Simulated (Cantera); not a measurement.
Charge: 1 mol H2O, 0.034 mol SO2, 10 mol N2, held at 0.000500 bar.

Cantera equilibrium calculation (NASA polynomials, part measured and part estimated; ideal gas, pure solids and liquids). Candidate condensed phases: H2O, H2SO4, S; 35 gas species. Kinetics and transport are ignored.

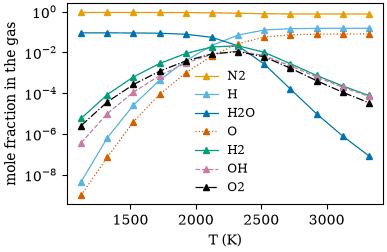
Figure. Equilibrium gas composition (values under 1e-9 drawn at 1e-9)

From 1123 K to 3323 K nothing is condensed.
